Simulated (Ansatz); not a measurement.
**SiH4O3 (SMILES O[SiH](O)O) at revPBE/6-311+G(d,p)**

Aim: the vertical electron affinity of SiH4O3 at revPBE/6-311+G**, from 2 runs. 

The results are computed with Ansatz 0.2.0.

30 further runs of the same task are left out: 30 set aside as unsound or not needed. Runs told in other sessions of the task aren't counted.

**1. The molecule**

SiH4O3 has 8 atoms, charge 0, and is taken as a singlet. As SMILES, `O[SiH](O)O`. The shape is that of a PBE0-D4/def2-TZVP optimisation. This is one conformer, not always the lowest.

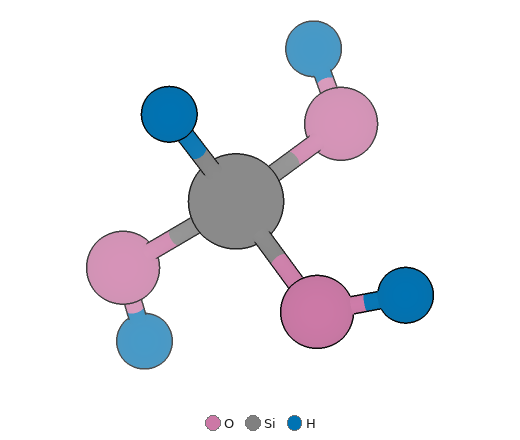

The structure, seen from a chosen angle (oxygen pink, silicon grey, hydrogen blue).

**2. The energy at revPBE/6-311+G(d,p)**

Input file run.yaml:

```yaml
crystal:
  periodic: [false, false, false]
  atoms:
    - symbol: O
      position_ang: [0.057900, 1.618800, -0.225000]
    - symbol: Si
      position_ang: [-0.171600, 0.082600, 0.269200]
    - symbol: O
      position_ang: [1.169300, -0.861100, 0.196500]
    - symbol: O
      position_ang: [-1.250800, -0.639700, -0.721300]
    - symbol: H
      position_ang: [0.176800, 1.769800, -1.164500]
    - symbol: H
      position_ang: [-0.642800, 0.209400, 1.662000]
    - symbol: H
      position_ang: [1.894900, -0.655000, 0.786800]
    - symbol: H
      position_ang: [-1.141700, -1.581700, -0.859700]
basis:
  gaussian: {orbitals: 6-311+G_st__st_-spherical.json}
accuracy: high
output: {orbitals: {seedname: orbitals}}
hamiltonian: {xc: {name: revPBE}}
```

The basis set 6-311+G** is read from a file made from the Basis Set Exchange's data (not shown).

Started as:

```console
$ ansatz run run.yaml --threads 1 --pin off --max-ram 3480MiB --events-out events.jsonl --progress --plain --runs-dir runs
```

What it wrote:

```text
Warning: RAYON_NUM_THREADS=1 ignored (pool sized by the plan → 1); use --threads N
Functional definition: revPBE
  name "revPBE"
  parameter kappa = 1.245
  parameter beta = 0.06672455060314922
  exchange = pbe_x(kappa = kappa, mu = beta*pi^2/3)
  correlation = pbe_c(beta = beta)
2260 factors; integrals over basis functions are off by at most 4.0e-9 eV
mean field evaluation 1: about -14069.8214 eV, gradient 1.0e2 eV
mean field evaluation 2: about -14000.4712 eV, gradient 2.1e2 eV
mean field evaluation 4: about -14086.0150 eV, gradient 4.2e0 eV
mean field evaluation 8: about -14086.0570 eV, gradient 7.0e-1 eV
mean field evaluation 16: about -14086.0578 eV, gradient 7.6e-6 eV
mean field -14086.05782296 eV, -517.6530771207 hartree, gradient 5.8e-8 eV, S^2 0.000000; 0 other end points of the search recorded, 0 dependent functions left out
reference -14086.05782999 eV, -517.6530773791 hartree; 21, 21 occupied and 99, 99 virtual orbitals, 2260 factors
Total energy: -14086.05782999 eV, -517.6530773791 hartree
```

It took 9.3 s on 1 thread of Arm Neoverse V2, shared host; peak memory 0.33 GiB.

**3. The doublet anion, same level**

Input file molecule.yaml:

```yaml
crystal:
  periodic: [false, false, false]
  atoms:
    - {symbol: O, position_ang: [0.057900, 1.618800, -0.225000]}
    - {symbol: Si, position_ang: [-0.171600, 0.082600, 0.269200]}
    - {symbol: O, position_ang: [1.169300, -0.861100, 0.196500]}
    - {symbol: O, position_ang: [-1.250800, -0.639700, -0.721300]}
    - {symbol: H, position_ang: [0.176800, 1.769800, -1.164500]}
    - {symbol: H, position_ang: [-0.642800, 0.209400, 1.662000]}
    - {symbol: H, position_ang: [1.894900, -0.655000, 0.786800]}
    - {symbol: H, position_ang: [-1.141700, -1.581700, -0.859700]}
basis:
  gaussian: {orbitals: 6-311+G_st__st_-spherical.json}
total_charge: -1
magnetization: {spin_polarized: true, initial_magnetization: 1}
hamiltonian: {xc: {name: revPBE}}
accuracy: high
output: {orbitals: {seedname: orbitals}}
```

The basis set 6-311+G** is read from a file made from the Basis Set Exchange's data (not shown).

Started as:

```console
$ ansatz run molecule.yaml --threads 1 --pin off --max-ram 3480MiB --events-out events.jsonl --progress --plain --runs-dir runs
```

What it wrote, cut to the lines that bear on the results:

```text
Warning: RAYON_NUM_THREADS=1 ignored (pool sized by the plan → 1); use --threads N
[... 6 set-up lines as earlier in the session ...]
2260 factors; integrals over basis functions are off by at most 4.0e-9 eV
mean field evaluation 1: about -14079.6480 eV, gradient 4.1e1 eV
mean field evaluation 2: about -14059.2375 eV, gradient 8.6e1 eV
mean field evaluation 4: about -14085.1593 eV, gradient 3.0e0 eV
mean field evaluation 8: about -14085.2100 eV, gradient 2.2e-1 eV
mean field evaluation 16: about -14085.2102 eV, gradient 1.1e-3 eV
mean field evaluation 32: about -14084.2203 eV, gradient 4.4e0 eV
mean field evaluation 64: about -14085.1905 eV, gradient 7.8e-1 eV
mean field -14085.21023862 eV, -517.6219289708 hartree, gradient 4.9e-8 eV, S^2 0.750210; 7 other end points of the search recorded, 0 dependent functions left out
reference -14085.21024362 eV, -517.6219291548 hartree; 22, 21 occupied and 98, 99 virtual orbitals, 2260 factors
Total energy: -14085.21024362 eV, -517.6219291548 hartree
```

Run time: 73 s. Hardware: 1 thread of Arm Neoverse V2, shared host; peak memory 0.42 GiB.

**4. Outcome**

At revPBE/6-311+G**:

```
                                         quantity          value
                     singlet SiH4O3: total energy  -517.65308 Eh
                      singlet SiH4O3: HOMO energy       -7.51 eV
                      singlet SiH4O3: LUMO energy       -0.82 eV
                    singlet SiH4O3: HOMO–LUMO gap        6.69 eV
                      doublet anion: total energy  -517.62193 Eh
doublet anion: HOMO energy (highest over α and β)        2.43 eV
 doublet anion: LUMO energy (lowest over α and β)        2.87 eV
                              doublet anion: ⟨S²⟩          0.750
vertical electron affinity (to the doublet anion)      -0.848 eV
```

**Reading.** The anion lies 0.85 eV (81.8 kJ/mol) above the neutral: the electron isn't bound at this level, and such a value depends on the basis. The HOMO (doublet anion) lies at positive energy, 2.43 eV, from the functional's self-interaction, a short basis or an electron that isn't bound; only total energies against the neutral tell.
